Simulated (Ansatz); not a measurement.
The relaxed structure here is a generated cell of CeO2: the first start was made by placing the elements on the sites of a structure type, and the end was not matched to a known phase here, so it may be hypothetical. Known forms of CeO2 include space group No. 225.

One stationary structure of CeO₂. Space group P321 (No. 150). Level of theory: r2SCAN (plane waves to 500 eV, PAW, scalar-relativistic; Ansatz, an electronic-structure program).

Space group P321 (No. 150); a = b = 5.9928 Å, c = 3.6051 Å, α = β = 90.00°, γ = 120.00°

```json
[
 {"atom": "O", "site": "3f", "symmetry": ".2.", "x": "0.4018", "y": "0.4018", "z": "0.5000"},
 {"atom": "O", "site": "3e", "symmetry": ".2.", "x": "0.0000", "y": "0.2624", "z": "0.0000"},
 {"atom": "Ce", "site": "2d", "symmetry": "3..", "x": "0.3333", "y": "0.6667", "z": "0.0649"},
 {"atom": "Ce", "site": "1b", "symmetry": "32.", "x": "0.0000", "y": "0.0000", "z": "0.5000"}
]
```

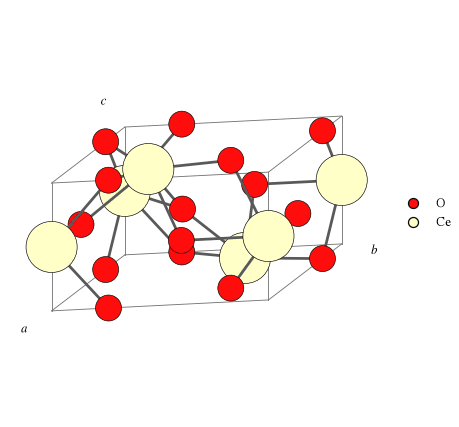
Figure. The conventional cell of the relaxed structure

```json
{
  "volume_per_atom": "12.46 Å³",
  "band_gap": "1.46 eV, direct at Γ (no spin-orbit coupling)",
  "shortest_distances": "Ce–O 2.25 Å; O–O 2.70 Å; Ce–Ce 3.49 Å",
  "k-mesh": "7×7×9"
}
```

Band energies at high-symmetry points (eV from the VBM; labels of this space group; no spin-orbit coupling), from −5 eV up to 6.5 eV:

```json
[
 {"point": "Γ", "energies": "-4.02 -3.52 -3.52 -3.43 -2.92 -2.92 -2.34 -2.31 -2.31 -1.76 -1.69 -1.69 -1.68 -1.53 -1.53 -0.10 -0.10 0.00 1.46 1.62 1.62 1.66 1.66 1.78 1.83 1.84 1.91 1.94 2.02 2.02 2.08 2.08 2.11 2.11 2.12 2.13 2.26 2.26 2.46 4.14 5.90 5.90"},
 {"point": "M", "energies": "-4.00 -3.47 -3.37 -3.28 -3.20 -2.63 -2.54 -2.48 -2.40 -1.96 -1.80 -1.59 -1.44 -1.34 -1.19 -0.84 -0.48 -0.37 1.52 1.60 1.69 1.73 1.78 1.79 1.79 1.85 1.89 1.90 1.95 1.97 2.00 2.03 2.05 2.12 2.18 2.21 2.23 2.31 2.41 5.67 5.79"},
 {"point": "K", "energies": "-3.86 -3.50 -3.50 -3.22 -3.22 -2.88 -2.43 -2.43 -2.03 -1.99 -1.99 -1.90 -1.35 -1.35 -0.98 -0.79 -0.52 -0.52 1.58 1.58 1.60 1.74 1.75 1.75 1.85 1.85 1.86 1.95 1.95 1.97 2.01 2.03 2.03 2.15 2.19 2.19 2.31 2.37 2.37 6.04 6.14 6.14"},
 {"point": "A", "energies": "-3.58 -3.58 -2.62 -2.51 -2.51 -2.40 -2.25 -2.25 -1.93 -1.89 -1.79 -1.79 -1.35 -1.28 -1.28 -1.22 -0.86 -0.86 1.46 1.59 1.59 1.72 1.72 1.77 1.77 1.82 1.82 1.86 1.91 1.94 1.97 1.97 2.02 2.02 2.15 2.16 2.16 2.33 2.39 6.42 6.42"},
 {"point": "L", "energies": "-4.35 -4.11 -3.48 -3.39 -2.89 -2.85 -2.52 -2.07 -1.92 -1.86 -1.23 -1.22 -0.88 -0.85 -0.83 -0.82 -0.54 -0.30 1.53 1.57 1.64 1.68 1.69 1.74 1.80 1.80 1.86 1.88 1.91 1.92 1.95 1.99 1.99 2.03 2.05 2.16 2.17 2.34 2.40"},
 {"point": "H", "energies": "-4.23 -4.23 -3.88 -3.33 -3.33 -2.98 -2.20 -1.78 -1.78 -1.39 -1.27 -1.27 -1.00 -1.00 -0.79 -0.72 -0.48 -0.48 1.56 1.56 1.62 1.70 1.70 1.74 1.80 1.83 1.83 1.90 1.91 1.91 1.94 1.97 1.97 2.04 2.12 2.12 2.14 2.36 2.36"}
]
```

No spin polarisation in the result. The d or f electrons are treated with no Hubbard U. The f-shell occupation is the one the SCF fell into and was not checked against other states.

It was reached from a disturbed copy of a P-31m (No. 162) cell (AFLOW prototype AB2_hP9_162_ad_k (as in V2N)), against which it lies -121 meV/atom.
